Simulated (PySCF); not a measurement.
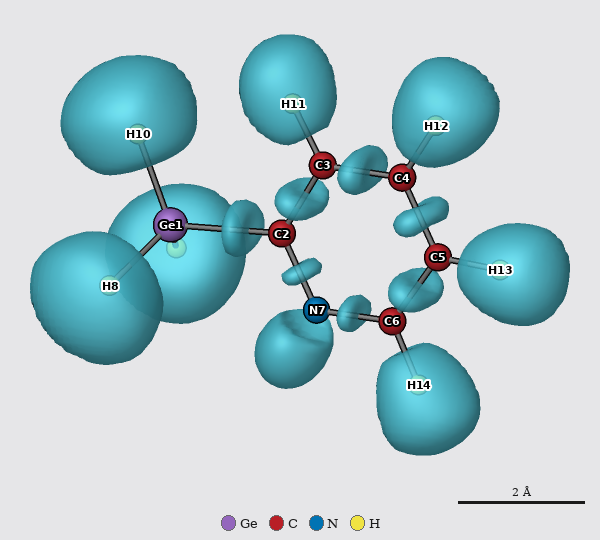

Figure. C5H7GeN. Isosurface of the ELF at 0.85 (cyan), seen at a tilt. Core shells and regions of very low density are left out.

Geometry: PBE0-D3(BJ)/def2-SVP.

Computed with CAM-B3LYP/def2-SVPD, SCF density, gas phase (PySCF 2.14.0).

The calculation's input:

```
{"job": {"kind": "uv", "xc": "CAM-B3LYP", "basis": "def2-SVPD", "dynamic": true, "nstates": 6, "ntriplets": 0}, "charge": 0, "multiplicity": 1}
Ge     1.983819     0.448476    -0.564704
C      0.053175     0.384952    -0.246772
C     -0.601049    -0.743369     0.261341
C     -1.980827    -0.694961     0.449902
C     -2.658340     0.476441     0.125764
C     -1.919183     1.549654    -0.374057
N     -0.603306     1.509908    -0.556370
H      2.609703     1.576257     0.271573
H      2.250350     0.716544    -2.054540
H      2.613654    -0.900868    -0.163490
H     -0.035939    -1.646219     0.505193
H     -2.519219    -1.560649     0.844433
H     -3.739372     0.562183     0.255495
H     -2.419448     2.488249    -0.639932
```

Launched as:

```sh
OMP_NUM_THREADS=1 python probes_run.py task.json out
```

> Where are the electrons localised?

The surface consists of four regions between bonded C–C atoms (shared pairs), two regions between bonded C–N atoms (shared pairs), seven regions around hydrogen nuclei, one lobe of the valence shell of C pointing towards Ge (polar bonds) and one lobe on N, pointing away from the bonds (lone pairs). Profiles from the grid: C–N (1.33 Å): the ELF peaks at about 0.90 between the atoms (localised, covalent bonding). C–C (1.39 Å): the ELF peaks at about 0.95 between the atoms; a covalent bond.
